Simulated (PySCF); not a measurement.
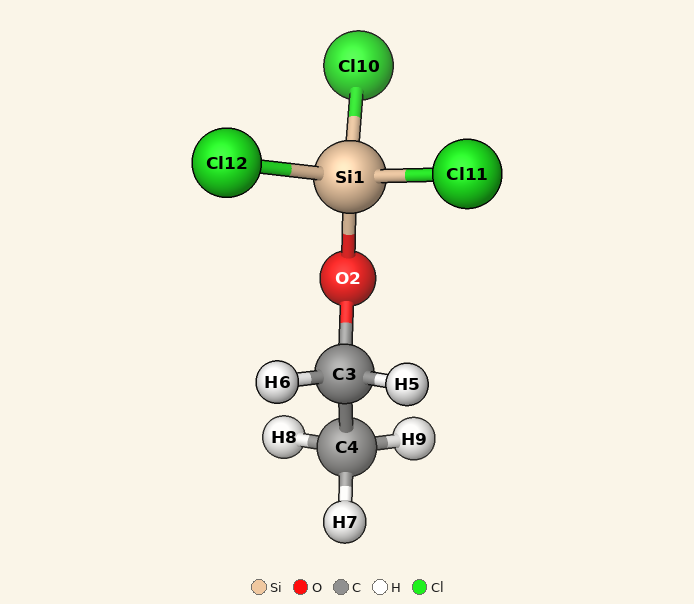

The geometry was computed by an optimisation with PBE0-D3(BJ)/def2-SVP. No frequency run is at hand to confirm it as a minimum. Method: delta-SCF UKS SCAN, pcX-2 on the ionised atom (unc-x2c-TZVPall on a metal), pcseg-1 elsewhere, spin-free X2C (PySCF 2.14.0).

Give the core-electron binding energies (to vacuum; p and d levels without spin–orbit splitting) of Si1 1s, Si1 2p, O2 1s, C3 1s, C4 1s, Cl10 1s, Cl10 2p.

| atom | level | binding energy (eV) |
| --- | --- | --- |
| Si1 | 1s | 1850.0 |
| Si1 | 2p | 109.9 |
| O2 | 1s | 538.8 |
| C3 | 1s | 292.9 |
| C4 | 1s | 291.2 |
| Cl10 | 1s | 2829.2 |
| Cl10 | 2p | 207.2 |
